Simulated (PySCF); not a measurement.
Molecule: SMILES [CH]=C(Cl)Cl, doublet. Atoms near the plane z = 0.0 Å, at the PBE0/def2-SVP optimised geometry (x, y, z in Å): C1 (-0.7, 0.0, 0.0), C2 (0.6, 0.0, 0.0), Cl3 (1.5, -1.5, 0.0), Cl4 (1.5, 1.5, 0.0), H5 (-1.5, 0.7, 0.0).

Level of theory: unrestricted PBE0/def2-TZVP in PySCF. Cells within 0.4 Å of a nucleus heavier than hydrogen are left out (blank, or x). The values are rescaled to run from 0 to 1.

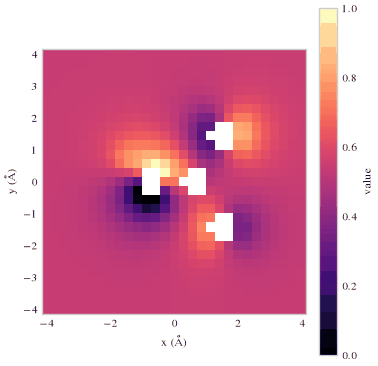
Figure. a field on the plane z = 0.0 Å.

Task: Which quantity is mapped?
A. electrostatic potential
B. Laplacian of the electron density
C. log10 of the electron density
D. an orbital amplitude

Result: D, an orbital amplitude. In full: HOMO−1 amplitude (α) (bohr^(-3/2)), clipped to [-0.25, 0.25].
